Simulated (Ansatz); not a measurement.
Consider MoSi2N4/MoSi2N4 (MoSi2N4 type multilayer).

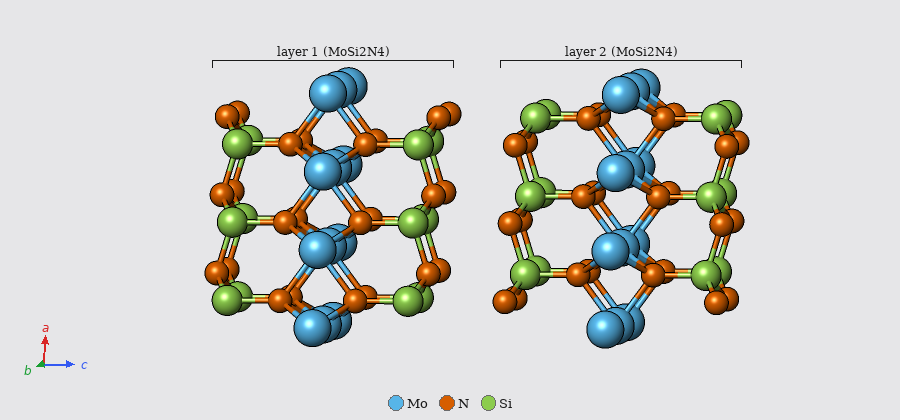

The structure (molybdenum blue, nitrogen orange, silicon green). Bonds to atoms that aren't drawn are left out. 3×2×1 cells are drawn. Some periodic images of atoms are drawn too.

The cell holds 14 atoms: 2 Mo, 8 N and 4 Si. Its edges and angles: a = 2.879 Å, b = 2.879 Å, c = 56.400 Å, α = 90.0°, β = 90.0°, γ = 120.0°. It derives from Mo1N4Si2. Regions: layer 1 (MoSi2N4), 7 atoms (1 Mo, 4 N and 2 Si); layer 2 (MoSi2N4), 7 atoms (1 Mo, 4 N and 2 Si). Vacuum lies along c.

```xyz
14
Lattice="2.8792 0.0000 0.0000 -1.4396 2.4935 0.0000 0.0000 0.0000 56.4000" Properties=species:S:1:pos:R:3
Mo    0.0000    0.0000   23.3918
N     0.0000    1.6623   24.6243
N     0.0000    1.6623   22.1583
Si    0.0000    1.6623   26.3578
Si    0.0000    1.6623   20.4231
N     1.4396    0.8312   26.8584
N     1.4396    0.8312   19.9120
Mo    0.0000    0.0000   33.0082
N     1.4396    0.8312   34.2417
N     1.4396    0.8312   31.7757
Si    1.4396    0.8312   35.9769
Si    1.4396    0.8312   30.0422
N     0.0000    1.6623   36.4880
N     0.0000    1.6623   29.5416
```

The structure was relaxed with PBEsol-D3(BJ). At the settings of the band run the largest force is still 0.09 eV/Å. The runs that relaxed it are not among those shown.

Gaps computed with Ansatz 0.2.0 without a self-energy: PBEsol 1.68 eV and HSE06 2.25 eV.

Q: Estimate the G0W0@PBEsol gap with 9×9×1 mesh, 481 empty bands, screening to 65 eV, PAW set soft_1 files.

About 2.47 eV: on its mesh the run moves the gap from 1.68 eV by +0.79 eV. Among the scalar-relativistic levels given, HSE06 is nearest (−0.22 eV). Bands and cutoff are finite, so the gap is not at the basis limit. The miss can reach some tenths of an eV and take either sign; the mesh is an error of its own. The mesh in the plane is coarse for a sheet; gap and any exciton binding can still move on denser ones. The many-body steps are scalar-relativistic: spin-orbit coupling is not in them.

[Paths, hosts, dates, memory and timing lines, banners, echoed tables and standing remarks are left out of the program output.]

[Logs are printed without paths, hosts, clocks, repeated set-up lines and the standing remarks that a program may print on its own settings, such as how far it seeks lower states.]

[Runs of the session that timed out or met a known fault of the program may be left out.]

[Cells called generated may have been cut or substituted from an entry of the Crystallography Open Database or the Materials Project.]

[Hosts, paths, dates, database ids (printed as entryN), source tags and the programs' standing remarks are cut or masked in the printed files.]
